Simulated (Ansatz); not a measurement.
Hypothetical P6_422 BeS: pressure series

Base system: BeS (space group P6_422, No. 181; a = 3.4519 Å, c = 7.8117 Å; a hypothetical phase, not in the database extracts checked).

Cell and atoms are relaxed at each pressure.

All numbers come from Kohn–Sham DFT with the PBE functional, run in Ansatz (a quantum-chemistry and plane-wave program) with PAW and 420 eV plane waves, without spin-orbit coupling.

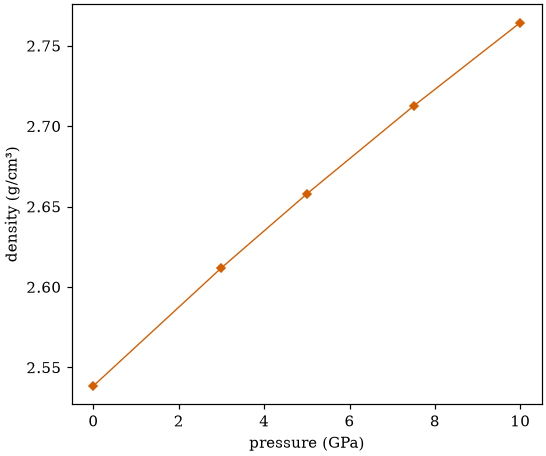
Figure: Density against pressure

```
pressure (GPa)     density
--------------  ----------
3               2.61 g/cm³
5               2.66 g/cm³
7.5             2.71 g/cm³
10              2.76 g/cm³
```

Load acts through the strain it causes; cell and atoms are relaxed under it. Whether these cells are dynamically stable was not tested. No other phases were tried under pressure. The base started in P3_121 and relaxed to P6_422 at this level.
